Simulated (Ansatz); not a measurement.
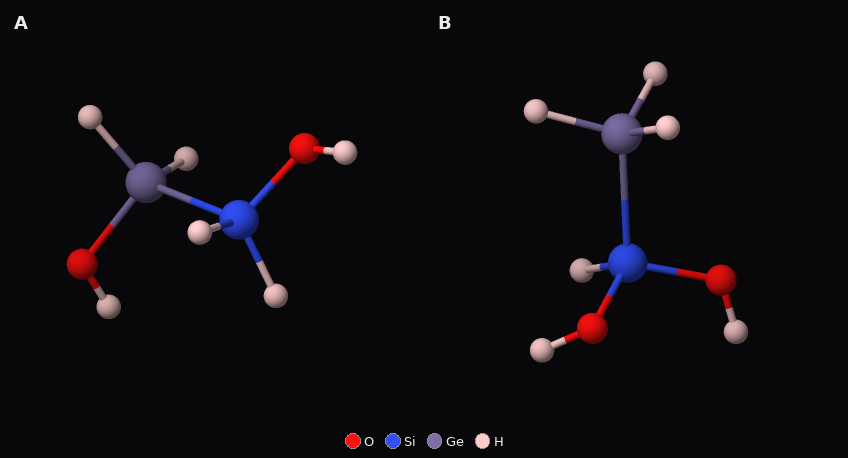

2 stationary structures of one formula. Geometries: PBE0-D4/def2-TZVP. Electronic energies: ωB97M-V/def2-TZVPP (Ansatz 0.2.0), without zero-point energy. No frequency run is at hand to confirm each as a minimum. Each is one conformer, not always the lowest.

> How are they related?

They are constitutional isomers of GeH6O2Si: A `O[SiH2][GeH2][OH]`, B `O[SiH](O)[GeH3]`.

> Which is lowest in energy, and by how much?

B is lowest; A lies 22.5 kcal/mol above it.

Give E(B) − E(A) in kcal/mol at these levels too: PBE0-D4/def2-TZVPP; r2SCAN-D4/def2-TZVPP; PBE0-D4/def2-TZVP; PBE-D4/def2-TZVPP; RHF-CCSD(T) (frozen core)/def2-TZVPP; ωB97X-V/def2-TZVPP; CCSD(T)/CBS (MP2 limit from def2-TZVPP and def2-QZVPP plus CCSD(T) − MP2); B3LYP-D4/def2-TZVPP.

| level | E(B) − E(A) (kcal/mol) |
| --- | --- |
| PBE0-D4/def2-TZVPP | −21.9 |
| r2SCAN-D4/def2-TZVPP | −22.5 |
| PBE0-D4/def2-TZVP | −21.8 |
| PBE-D4/def2-TZVPP | −21.0 |
| RHF-CCSD(T) (frozen core)/def2-TZVPP | −21.6 |
| ωB97X-V/def2-TZVPP | −21.4 |
| CCSD(T)/CBS (MP2 limit from def2-TZVPP and def2-QZVPP plus CCSD(T) − MP2) | −22.3 |
| B3LYP-D4/def2-TZVPP | −21.7 |
